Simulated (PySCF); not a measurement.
# GeH3O2F (SMILES [OH][GeH]([OH])[F]): CAM-B3LYP/def2-SVP

Aim: the vertical singlet–triplet gap of GeH3O2F at CAM-B3LYP/def2-SVP, from 2 runs. The job is set up through a Python script.

The calculation is run with PySCF 2.14.0.

## 1. The structure to begin with

The species is GeH3O2F (7 atoms), meant as a singlet with charge 0. SMILES: `[OH][GeH]([OH])[F]`. Geometry: relaxed at PBE0-D4/def2-TZVP. This is one conformer, not always the lowest.

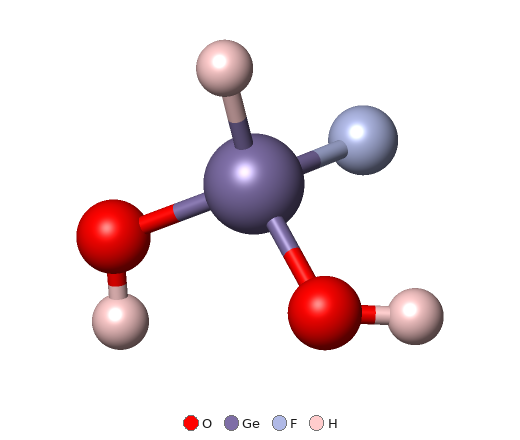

Viewed from a chosen angle; oxygen red, germanium purple, fluorine light blue, hydrogen pink.

## 2. The energy at CAM-B3LYP/def2-SVP

calc.py reads:

```python
from pyscf import gto, dft

mol = gto.Mole()
mol.atom = '''
O     -0.666884     2.154855    -1.623842
Ge    -0.203146    -0.050645     0.817118
O      2.868982    -1.239660     0.581280
F     -2.381622    -2.427353     0.213917
H     -2.285057     1.968717    -2.426219
H     -0.626255     0.918029     3.491269
H      3.409822    -1.452632    -1.139694
'''
mol.verbose = 3
mol.max_memory = 1860
mol.basis = 'def2-svp'
mol.unit = 'bohr'
mol.charge = 0
mol.build()

myscf = dft.RKS(mol)
myscf.xc = 'cam-b3lyp'
myscf.conv_tol = 1e-10
myscf.grids.level = 3
myscf.kernel()
if not myscf.converged:
    myscf = myscf.newton().run(myscf.mo_coeff, myscf.mo_occ)

e_final = myscf.e_tot
print('E = %.10f Eh' % e_final)
```

Started as:

```bash
OMP_NUM_THREADS=1 python calc.py
```

The log of the run:

```text
converged SCF energy = -2328.77330806729
E = -2328.7733080673 Eh
```

Wall time 15 s (1 thread of Arm Neoverse V2, shared host); peak memory 0.42 GiB.

## 3. The triplet

calc.py reads:

```python
from pyscf import gto, dft

mol = gto.M(
    atom=[
    ('O', (-0.352900, 1.140300, -0.859300)),
    ('Ge', (-0.107500, -0.026800, 0.432400)),
    ('O', (1.518200, -0.656000, 0.307600)),
    ('F', (-1.260300, -1.284500, 0.113200)),
    ('H', (-1.209200, 1.041800, -1.283900)),
    ('H', (-0.331400, 0.485800, 1.847500)),
    ('H', (1.804400, -0.768700, -0.603100)),
],
    verbose=4,
    basis='def2-svp',
    max_memory=1860,
    charge=0,
    spin=2,
)

mf = dft.UKS(mol, xc='cam-b3lyp')
mf.grids.level = 3
mf.conv_tol = 1e-10
mf.kernel()
if not mf.converged:
    mf = mf.newton().run(mf.mo_coeff, mf.mo_occ)

e_final = mf.e_tot
print('E = %.10f Eh' % e_final)
```

Started as:

```bash
OMP_NUM_THREADS=1 python calc.py
```

The log of the run:

```text
PySCF version 2.14.0

[INPUT] num. atoms = 7
[INPUT] num. electrons = 60
[INPUT] charge = 0
[INPUT] spin (= nelec alpha-beta = 2S) = 2
[INPUT] symmetry False subgroup None
[INPUT] Mole.unit = angstrom
[INPUT] Symbol           X                Y                Z      unit          X                Y                Z       unit  Magmom
[INPUT]  1 O     -0.352900000000   1.140300000000  -0.859300000000 AA   -0.666884349359   2.154854699842  -1.623841658839 Bohr   0.0
[INPUT]  2 Ge    -0.107500000000  -0.026800000000   0.432400000000 AA   -0.203145558391  -0.050644660138   0.817117576262 Bohr   0.0
[INPUT]  3 O      1.518200000000  -0.656000000000   0.307600000000 AA    2.868982202315  -1.239660337715   0.581279755916 Bohr   0.0
[INPUT]  4 F     -1.260300000000  -1.284500000000   0.113200000000 AA   -2.381621834789  -2.427353207004   0.213916997301 Bohr   0.0
[INPUT]  5 H     -1.209200000000   1.041800000000  -1.283900000000 AA   -2.285056829824   1.968716676572  -2.426219371329 Bohr   0.0
[INPUT]  6 H     -0.331400000000   0.485800000000   1.847500000000 AA   -0.626255237681   0.918028951314   3.491269015134 Bohr   0.0
[INPUT]  7 H      1.804400000000  -0.768700000000  -0.603100000000 AA    3.409821819165  -1.452632471953  -1.139693825725 Bohr   0.0

nuclear repulsion = 327.327915220427
number of shells = 39
number of NR pGTOs = 167
number of NR cGTOs = 89
basis = def2-svp
ecp = {}

******** <class 'pyscf.dft.uks.UKS'> ********
method = UKS
initial guess = minao
damping factor = 0
level_shift factor = 0
DIIS = <class 'pyscf.scf.diis.CDIIS'>
diis_start_cycle = 1
diis_space = 8
diis_damp = 0
SCF conv_tol = 1e-10
SCF conv_tol_grad = None
SCF max_cycles = 50
direct_scf = True
direct_scf_tol = 1e-13
number electrons alpha = 31  beta = 29
XC library pyscf.dft.libxc version 7.0.0
[... 18 lines left out ...]
[... the frontier-level lines of each cycle are left out ...]
[... 11 lines left out ...]
[... 11 lines left out ...]
[... 11 lines left out ...]
[... 11 lines left out ...]
[... 11 lines left out ...]
[... 11 lines left out ...]
[... 11 lines left out ...]
[... 11 lines left out ...]
[... 11 lines left out ...]
[... 11 lines left out ...]
[... 5 lines left out ...]

cycle= 22 E= -2328.49382369443  delta_E= -6.13e-08  |g|= 6.58e-05  |ddm|= 0.00161


cycle= 23 E= -2328.49382371291  delta_E= -1.85e-08  |g|= 2.85e-05  |ddm|= 0.000771


cycle= 24 E= -2328.49382371532  delta_E= -2.42e-09  |g|= 1.79e-05  |ddm|= 0.000406


cycle= 25 E= -2328.49382371644  delta_E= -1.12e-09  |g|= 1.07e-05  |ddm|= 0.000162


cycle= 26 E= -2328.49382371711  delta_E= -6.65e-10  |g|= 6.58e-06  |ddm|= 0.000173


cycle= 27 E= -2328.49382371735  delta_E= -2.42e-10  |g|= 5.41e-06  |ddm|= 6.8e-05


cycle= 28 E= -2328.49382371752  delta_E= -1.72e-10  |g|= 2.15e-06  |ddm|= 9.39e-05


cycle= 29 E= -2328.49382371753  delta_E= -8.19e-12  |g|= 1.21e-06  |ddm|= 3.03e-05


Extra cycle  E= -2328.49382371754  delta_E= -5.46e-12  |g|= 1.14e-06  |ddm|= 3.69e-06
converged SCF energy = -2328.49382371754  <S^2> = 2.0084639  2S+1 = 3.0056373
E = -2328.4938237175 Eh
```

Run time: 49 s. Hardware: 1 thread of Arm Neoverse V2, shared host; peak memory 0.43 GiB.

## 4. What came out

Level: CAM-B3LYP/def2-SVP.

```
                                        quantity           value
                           singlet: total energy  -2328.77331 Eh
                          singlet: dipole moment          1.22 D
                            singlet: HOMO energy       -10.61 eV
                            singlet: LUMO energy         1.47 eV
                          singlet: HOMO–LUMO gap        12.08 eV
                           triplet: total energy  -2328.49382 Eh
                          triplet: dipole moment          2.01 D
     triplet: HOMO energy (highest over α and β)        -3.38 eV
                                   triplet: ⟨S²⟩           2.008
vertical energy of the triplet above the singlet        7.605 eV
```

What this shows: At this shape the triplet lies 7.61 eV (175 kcal/mol) above the singlet.
